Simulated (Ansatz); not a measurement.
The figure comes from a scan of MoSi$_{2}$ (MoSi2 type, space group I4/mmm): one Si atom of a 3-atom cell moves by s towards the nearest neighbour, with its periodic images. Level of theory: r2SCAN (plane waves to 500 eV, PAW, scalar-relativistic; Ansatz, a program for electronic structure). k mesh 12×12×12 (Γ-centred), Fermi-Dirac smearing 0.05 eV. E stands for the smeared free energy. With partly filled bands, energies and forces of such displacements shift with the k mesh and the smearing. MoSi2 is run without spin polarisation. MoSi2 was relaxed with its symmetry unable to fall. The zero of ΔE is the undisplaced structure.

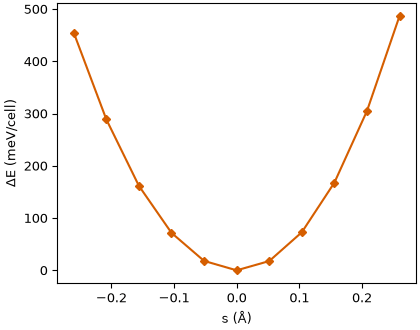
ΔE (meV/cell) against s (Å); markers are the computed points, lines only join them.

Q: Turn the plot into a table (rounded to what can be read).

A: To the nearest 10:

```
s (Å)   ΔE (meV/cell)
------  -------------
-0.260            450
-0.208            290
-0.156            160
-0.104             70
-0.052             20
0.000               0
0.052              20
0.104              70
0.156             170
0.208             310
0.260             490
```

(A displaced cell: forces are minus the slopes of the energy, force constants its curvatures, and phonons follow from these.)
